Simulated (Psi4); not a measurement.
Geometry relaxation, with input and output: N$_{2}$ (part 3 of 3)

Continued. System: N$_{2}$, SMILES N#N. Method: BLYP/def2-TZVP, RKS, dispersion D4 (Psi4 1.11). The geometry comes from this level: PBE0-D4/def2-TZVP.

Geometry of the input (Å):
```
N  0.4655  -0.1503  0.2398
N  -0.4655  0.1503  -0.2398
```

## Output, continued
```
    Nuclear Repulsion Energy =             23.5120595389337943
    One-Electron Energy =                -194.4027698778284616
    Two-Electron Energy =                  75.0225587315343887
    DFT Exchange-Correlation Energy =     -13.6930656425993025
    Empirical Dispersion Energy =          -0.0008665607698875
    VV10 Nonlocal Energy =                  0.0000000000000000
    Total Energy =                       -109.5620838107294901

Computation Completed

Properties will be evaluated at   0.000000,   0.000000,   0.000000 [a0]

Properties computed using the SCF density matrix

 Multipole Moments:

 ------------------------------------------------------------------------------------
     Multipole            Electronic (a.u.)      Nuclear  (a.u.)        Total (a.u.)
 ------------------------------------------------------------------------------------

 L = 1.  Multiply by 2.5417464519 to convert [e a0] to [Debye]
 Dipole X            :          0.0000000            0.0000000            0.0000000
 Dipole Y            :          0.0000000            0.0000000            0.0000000
 Dipole Z            :          0.0000000            0.0000000            0.0000000
 Magnitude           :                                                    0.0000000

 ------------------------------------------------------------------------------------

	total time  =          1 seconds =       0.02 minutes

         ------------------------------------------------------------
                                   SCF GRAD
         ------------------------------------------------------------

  ==> Geometry <==

    Molecular point group: d2h
    Full point group: D_inf_h

    Geometry (in Angstrom), charge = 0, multiplicity = 1:

       Center              X                  Y                   Z               Mass
    ------------   -----------------  -----------------  -----------------  -----------------
         N            0.551412420505     0.000000000000     0.000000000000    14.003074004430
         N           -0.551412420505    -0.000000000000     0.000000000000    14.003074004430

  Nuclear repulsion =   23.512059538933794

   => Molecular Quadrature <=

    Radial Scheme          =       TREUTLER
    Pruning Scheme         =           NONE
    Nuclear Scheme         =       TREUTLER

    Blocking Scheme        =         OCTREE
    BS radius alpha        =              1
    Pruning alpha          =              1
    Radial Points          =             75
    Spherical Points       =            302
    Total Points           =          42988
    Total Blocks           =            380
    Max Points             =            256
    Max Functions          =             62
    Weights Tolerance      =       1.00E-15

  -Total Gradient:
     Atom            X                  Y                   Z
    ------   -----------------  -----------------  -----------------
       1       -0.000332651724    -0.000000000000     0.000000000000
       2        0.000332651724     0.000000000000     0.000000000000

	total time  =          0 seconds =       0.00 minutes

    			-----------------------------------------

    			 OPTKING 3.0: for geometry optimizations

    			        with contributions from

    			-----------------------------------------

	                            ===> Fragment 1 <==

	 Z (Atomic Numbers)          Masses                          Geom
	       7.000000            14.003074          1.04201846  0.00000000  0.00000000
	       7.000000            14.003074         -1.04201846 -0.00000000  0.00000000

	 - Coordinate -           - BOHR/RAD -       - ANG/DEG -
	 R(1,2)           =         2.084037           1.102825

	        --- Internal Coordinate Step in ANG or DEG, aJ/ANG or AJ/DEG ---
	-------------------------------------------------------------------------------
	           Coordinate      Previous         Force          Change          New
	           ----------      --------        ------          ------        ------
	               R(1,2)       1.10282        0.00274        0.00012       1.10294
	-------------------------------------------------------------------------------

	                                 ==> Convergence Check <==

	Measures of convergence in internal coordinates in au.

	Criteria marked as inactive (o), active & met (*), and active & unmet ( ).

	----------------------------------------------------------------------------------------------
	   Step    Total Energy     Delta E     Max Force     RMS Force      Max Disp      RMS Disp
	----------------------------------------------------------------------------------------------
	  Convergence Criteria     1.00e-06 *    3.00e-04 *             o    1.20e-03 *             o
	----------------------------------------------------------------------------------------------
	     3    -109.56208381   -1.69e-05      3.33e-04      3.33e-04 o    2.19e-04 *    2.19e-04 o  ~
	----------------------------------------------------------------------------------------------

Next Geometry in Ang
	Fragment 1 (Ang)

	    N   0.5514703150   0.0000000000   0.0000000000
	    N  -0.5514703150  -0.0000000000   0.0000000000

    Structure for next step:
    Molecular point group: d2h
    Full point group: D_inf_h

    Geometry (in Angstrom), charge = 0, multiplicity = 1:

    N            0.551470314987     0.000000000000     0.000000000000
    N           -0.551470314987    -0.000000000000     0.000000000000

gradient() will perform analytic gradient computation.

  ==> Geometry <==

    Molecular point group: d2h
    Full point group: D_inf_h

    Geometry (in Angstrom), charge = 0, multiplicity = 1:

       Center              X                  Y                   Z               Mass
    ------------   -----------------  -----------------  -----------------  -----------------
         N            0.551470314987     0.000000000000     0.000000000000    14.003074004430
         N           -0.551470314987    -0.000000000000     0.000000000000    14.003074004430

  Running in d2h symmetry.

  Rotational constants: A = ************  B =      1.97924  C =      1.97924 [cm^-1]
  Rotational constants: A = ************  B =  59336.17406  C =  59336.17406 [MHz]
  Nuclear repulsion =   23.509591194818391

  Charge       = 0
  Multiplicity = 1
  Electrons    = 14
  Nalpha       = 7
  Nbeta        = 7

   => Auxiliary Basis Set <=

  Basis Set: (DEF2-TZVP AUX)
    Blend: DEF2-UNIVERSAL-JKFIT
    Number of shells: 50
    Number of basis functions: 154
    Number of Cartesian functions: 186
    Spherical Harmonics?: true
    Max angular momentum: 4

  Cached 100.0% of DFT collocation blocks in 0.072 [GiB].

  Minimum eigenvalue in the overlap matrix is 3.7883952812E-04.
  Reciprocal condition number of the overlap matrix is 8.4978047165E-05.
    Using symmetric orthogonalization.

  ==> Iterations <==

                           Total Energy        Delta E     RMS |[F,P]|

   @DF-RKS iter   0:  -109.56204745808331   -1.09562e+02   2.24996e-05
   @DF-RKS iter   1:  -109.56208384395714   -3.63859e-05   3.35501e-06 DIIS
   @DF-RKS iter   2:  -109.56208384517487   -1.21773e-09   2.80762e-06 DIIS
   @DF-RKS iter   3:  -109.56208384716673   -1.99186e-09   2.70508e-07 DIIS
   @DF-RKS iter   4:  -109.56208384718181   -1.50777e-11   4.69167e-08 DIIS
   @DF-RKS iter   5:  -109.56208384718244   -6.25278e-13   6.90989e-10 DIIS
  Energy and wave function converged.

  ==> Post-Iterations <==

   Electrons on quadrature grid:
      Ntotal   =   13.9999998724 ; deviation = -1.276e-07

    Orbital Energies [Eh]
    ---------------------

    Doubly Occupied:

       1Ag   -14.105469     1B3u  -14.104278     2Ag    -1.027810
       2B3u   -0.490433     1B1u   -0.419184     1B2u   -0.419184
       3Ag    -0.374454

    Virtual:

       1B1g   -0.069213     1B2g   -0.069213     4Ag     0.201853
       3B3u    0.228767     2B2u    0.258361     2B1u    0.258361
       5Ag     0.296368     2B2g    0.389086     2B1g    0.389086
       4B3u    0.451800     5B3u    0.708228     1B3g    0.793650
       6Ag     0.793650     3B2u    1.038401     3B1u    1.038401
       1Au     1.214102     6B3u    1.214102     7Ag     1.272772
       3B2g    1.603149     3B1g    1.603149     7B3u    1.649270
       8Ag     1.779865     4B2u    1.857771     4B1u    1.857771
       8B3u    1.967685     4B1g    2.162086     4B2g    2.162086
       9Ag     2.451224     9B3u    2.793289     2B3g    3.380107
      10Ag     3.380108     5B1u    3.505853     5B2u    3.505853
       6B1u    3.524412     6B2u    3.524412     5B2g    3.991929
       5B1g    3.991929    11Ag     4.022257     3B3g    4.253950
      12Ag     4.253954     2Au     4.386316    10B3u    4.386320
       6B1g    4.428778     6B2g    4.428778     3Au     4.813781
      11B3u    4.813781    12B3u    4.846764     7B2u    4.889876
       7B1u    4.889876    13Ag     6.018562     7B1g    6.122593
       7B2g    6.122593    13B3u    6.424533    14Ag    30.850724
      14B3u   31.614105

    Final Occupation by Irrep:
             Ag   B1g   B2g   B3g    Au   B1u   B2u   B3u
    DOCC [     3,    0,    0,    0,    0,    1,    1,    2 ]
    NA   [     3,    0,    0,    0,    0,    1,    1,    2 ]
    NB   [     3,    0,    0,    0,    0,    1,    1,    2 ]

  @DF-RKS Final Energy:  -109.56208384718244

   => Energetics <=

    Nuclear Repulsion Energy =             23.5095911948183911
    One-Electron Energy =                -194.3980131375112421
    Two-Electron Energy =                  75.0201300568230351
    DFT Exchange-Correlation Energy =     -13.6929254009500294
    Empirical Dispersion Energy =          -0.0008665603625974
    VV10 Nonlocal Energy =                  0.0000000000000000
    Total Energy =                       -109.5620838471824356

Computation Completed

Properties will be evaluated at   0.000000,   0.000000,   0.000000 [a0]

Properties computed using the SCF density matrix

 Multipole Moments:

 ------------------------------------------------------------------------------------
     Multipole            Electronic (a.u.)      Nuclear  (a.u.)        Total (a.u.)
 ------------------------------------------------------------------------------------

 L = 1.  Multiply by 2.5417464519 to convert [e a0] to [Debye]
 Dipole X            :          0.0000000            0.0000000            0.0000000
 Dipole Y            :          0.0000000            0.0000000            0.0000000
 Dipole Z            :          0.0000000            0.0000000            0.0000000
 Magnitude           :                                                    0.0000000

 ------------------------------------------------------------------------------------

	total time  =          1 seconds =       0.02 minutes

         ------------------------------------------------------------
                                   SCF GRAD
         ------------------------------------------------------------

  ==> Geometry <==

    Molecular point group: d2h
    Full point group: D_inf_h

    Geometry (in Angstrom), charge = 0, multiplicity = 1:

       Center              X                  Y                   Z               Mass
    ------------   -----------------  -----------------  -----------------  -----------------
         N            0.551470314987     0.000000000000     0.000000000000    14.003074004430
         N           -0.551470314987    -0.000000000000     0.000000000000    14.003074004430

  Nuclear repulsion =   23.509591194818391

   => Molecular Quadrature <=

    Radial Scheme          =       TREUTLER
    Pruning Scheme         =           NONE
    Nuclear Scheme         =       TREUTLER

    Blocking Scheme        =         OCTREE
    BS radius alpha        =              1
    Pruning alpha          =              1
    Radial Points          =             75
    Spherical Points       =            302
    Total Points           =          42988
    Total Blocks           =            380
    Max Points             =            256
    Max Functions          =             62
    Weights Tolerance      =       1.00E-15

  -Total Gradient:
     Atom            X                  Y                   Z
    ------   -----------------  -----------------  -----------------
       1       -0.000015885563    -0.000000000000    -0.000000000000
       2        0.000015885563     0.000000000000    -0.000000000000

	total time  =          1 seconds =       0.02 minutes

    			-----------------------------------------

    			 OPTKING 3.0: for geometry optimizations

    			        with contributions from

    			-----------------------------------------

	                            ===> Fragment 1 <==

	 Z (Atomic Numbers)          Masses                          Geom
	       7.000000            14.003074          1.04212786  0.00000000  0.00000000
	       7.000000            14.003074         -1.04212786 -0.00000000  0.00000000

	 - Coordinate -           - BOHR/RAD -       - ANG/DEG -
	 R(1,2)           =         2.084256           1.102941

	        --- Internal Coordinate Step in ANG or DEG, aJ/ANG or AJ/DEG ---
	-------------------------------------------------------------------------------
	           Coordinate      Previous         Force          Change          New
	           ----------      --------        ------          ------        ------
	               R(1,2)       1.10294        0.00013        0.00001       1.10295
	-------------------------------------------------------------------------------

	                                 ==> Convergence Check <==

	Measures of convergence in internal coordinates in au.

	Criteria marked as inactive (o), active & met (*), and active & unmet ( ).

	----------------------------------------------------------------------------------------------
	   Step    Total Energy     Delta E     Max Force     RMS Force      Max Disp      RMS Disp
	----------------------------------------------------------------------------------------------
	  Convergence Criteria     1.00e-06 *    3.00e-04 *             o    1.20e-03 *             o
	----------------------------------------------------------------------------------------------
	     4    -109.56208385   -3.65e-08 *    1.59e-05 *    1.59e-05 o    1.05e-05 *    1.05e-05 o  ~
	----------------------------------------------------------------------------------------------

Next Geometry in Ang
	Fragment 1 (Ang)

	    N   0.5514730808   0.0000000000   0.0000000000
	    N  -0.5514730808  -0.0000000000   0.0000000000

    Final optimized geometry and variables:
    Molecular point group: d2h
    Full point group: D_inf_h

    Geometry (in Angstrom), charge = 0, multiplicity = 1:

    N            0.551470314987     0.000000000000     0.000000000000
    N           -0.551470314987    -0.000000000000     0.000000000000

    Psi4 run time: 0:00:12.18

[set-up sections that repeat, and orbital energies of the middle runs, are left out above]
```

## Standard output
```
Optimizer: Optimization complete!
```

## Trajectory as extended XYZ (Å, eV, eV/Å), 4 frames, from step=0 to step=3
```
2
Properties=species:S:1:pos:R:3:forces:R:3 step=0 energy=-2981.32317
N     0.4655   -0.1503    0.2398    1.6893  -0.5454   0.8702
N    -0.4655    0.1503   -0.2398   -1.6893   0.5454  -0.8702
2
Properties=species:S:1:pos:R:3:forces:R:3 step=1 energy=-2981.33572
N     0.4701   -0.1518    0.2422    0.3095  -0.0999   0.1595
N    -0.4701    0.1518   -0.2422   -0.3095   0.0999  -0.1595
2
Properties=species:S:1:pos:R:3:forces:R:3 step=2 energy=-2981.33618
N     0.4712   -0.1521    0.2427    0.0146  -0.0047   0.0075
N    -0.4712    0.1521   -0.2427   -0.0146   0.0047  -0.0075
2
Properties=species:S:1:pos:R:3:forces:R:3 step=3 energy=-2981.33618
N     0.4712   -0.1521    0.2427    0.0007  -0.0002   0.0004
N    -0.4712    0.1521   -0.2427   -0.0007   0.0002  -0.0004
```

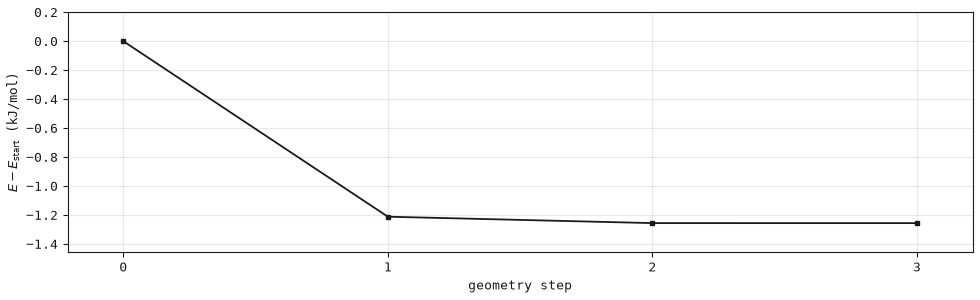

Fig. 1: Progress of the relaxation, step by step (steps are counted from 0). The energy falls by 1.26 kJ/mol in 3 geometry steps. The largest force component goes from 1.7 to 0.0007 eV/Å. The largest moves after the best rigid fit, 0.007 Å, are those of N1 and N2. Among the contacts that change: N1–N2 1.090 → 1.103 Å. (Atoms are counted from 1 in the order of the input.)

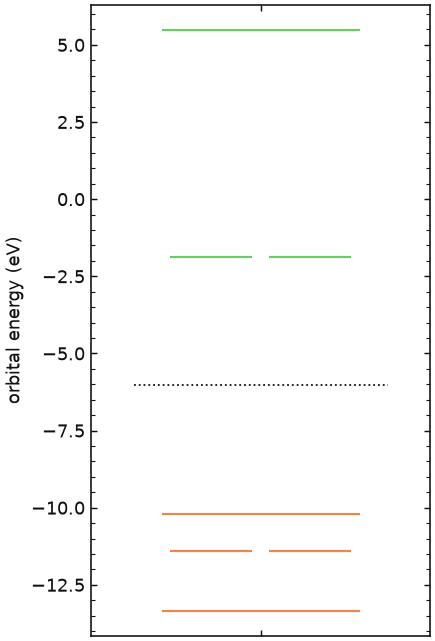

Fig. 2: Orbital energies near the frontier; the dotted line parts filled from empty levels, and levels within 0.02 eV of each other stand side by side. Highest filled −10.19 eV, lowest empty −1.88 eV, 8.31 eV apart.

## Summary

```tsv
quantity	value
outcome	converged
total energy	−109.562084 hartree
dispersion energy	−0.000867 hartree
HOMO	−10.19 eV
LUMO	−1.88 eV
dipole moment	0.00 D
wall time	14 s
peak memory	0.31 GiB
```
